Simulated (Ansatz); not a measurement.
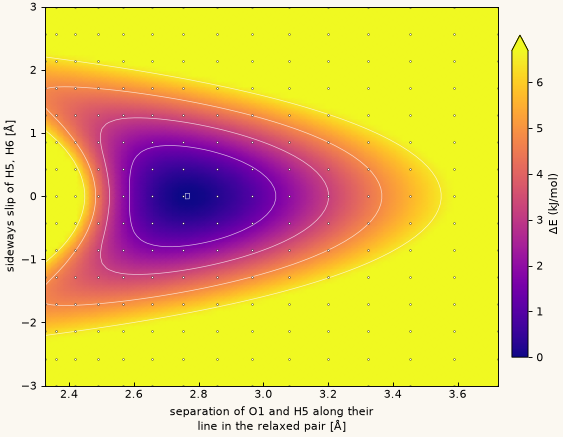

The pair H₃O···H₂, charge +1. The first coordinate is: separation of O1 and H5 along their line in the relaxed pair; the second: sideways slip of H5, H6. Nothing is relaxed (both partners rigid). The scan uses a 15 × 15 grid. Points are written as (first, second). Energies are in kJ/mol, from the lowest grid point. Level of theory: RHF/def2-TZVPD (Ansatz 0.2.0).

In the figure: a smooth colour map with a few white contour lines, dots at the grid points, one colour for all values above the top of the scale. Between grid points the surface is interpolated.

### Estimate the position of the minimum and the force constants in these coordinates.

The interpolated minimum is at the first coordinate ≈ 2.769 Å, sideways slip of H5, H6 ≈ 0.00 Å. The curvatures there are about 0.72 eV/Å² and 0.061 eV/Å², with a cross term of about 0 eV/Å². Round the minimum the two coordinates are nearly uncoupled. (1 eV is 96.5 kJ/mol.)
